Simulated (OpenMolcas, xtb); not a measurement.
# How methods differ on C2H5B (SMILES BC=C)

C2H5B has 8 atoms, charge 0, and is taken as a singlet. SMILES: `BC=C`. The coordinates come from a PBE0-D4/def2-TZVP relaxation.

Each level gives the dipole moment (D). The values are calculated.

```csv
level,kind,program,value (D),CPU time
GFN2-xTB,semi-empirical,xtb,1.03,under 2 s
GFN0-xTB,semi-empirical,xtb,1.11,under 2 s
HF/6-311+G**,Hartree–Fock,OpenMolcas,1.19,17 s
SVWN5/6-311+G**,LDA,OpenMolcas,1.43,44 s
BLYP/6-311+G**,GGA,OpenMolcas,1.39,58 s
TPSS/6-311+G**,meta-GGA,OpenMolcas,1.38,70 s
BHLYP/6-311+G**,global hybrid,OpenMolcas,1.25,51 s
```

The values span 1.03 to 1.43 D. Magnitudes only. Times are those of the runs behind each value, whatever else they computed, on shared processors of several kinds: orders of magnitude only.

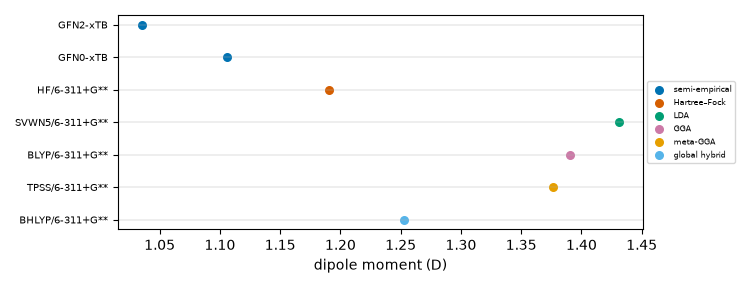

The values of the table, level by level.
